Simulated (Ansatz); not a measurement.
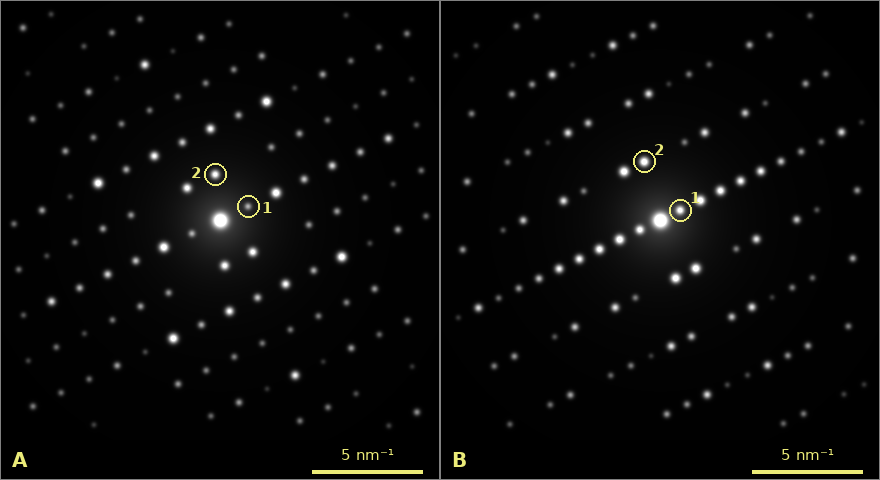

Kinematic electron diffraction patterns (300 kV, B = 0.5 Å², same scale) along [111] of the run's own cell, for the start and the end of one relaxation of K3H with Ansatz, DFT PBE, scalar-relativistic, plane waves, PAW. k mesh 6×6×6. The start is a generated model structure, and the relaxation ends in the nearest stationary point of its symmetry, not necessarily the ground state. Spot 1 is -1 1 0 and spot 2 is -1 0 1 in both.

Start structure:

```
K H
1.0
     8.07809    0.00000    0.00000
    -4.03904    6.99583    0.00000
     0.00000    0.00000    6.48770
K H
6 2
Cartesian
  4.0390 4.5388 1.6219
  -1.9112 5.7673 4.8658
  2.1279 1.2285 1.6219
  0.0000 2.4571 4.8658
  5.9502 1.2285 1.6219
  1.9112 5.7673 4.8658
  0.0000 4.6639 1.6219
  4.0390 2.3319 4.8658
```

> Which pattern belongs to the start structure, and which to the relaxed one?

A is the start: its cell gives d(1) = 6.996 Å, d(2) = 4.757 Å and an angle of 70.1°. B is the relaxed structure, with d(1) = 9.736 Å (+39.2 %), d(2) = 3.618 Å (-23.9 %) and 79.3°.

> Name reflections whose intensity changes strongly on relaxation.

1 1 -2, 4 -5 1, 5 -7 2 fade out of sight; 2 -4 2 goes from 100 to 0.31 % of the strongest spot; 6 -5 -1 goes from 0.64 to 19 % of the strongest spot; 1 -1 0 goes from 8 to 50 % of the strongest spot.

> What did the relaxation do to the structure and the energy?

The volume changed by +16.4 % to 53.33 Å³ an atom; with the mean shift removed, the atoms moved by up to 0.88 Å relative to the cell (K most); the space group stayed P6_3/mmc (No. 194); the free energy fell by 270 meV an atom. Relaxed cell: a = 11.243 Å, b = 11.243 Å, c = 3.897 Å, α = 90.00°, β = 90.00°, γ = 120.00°.
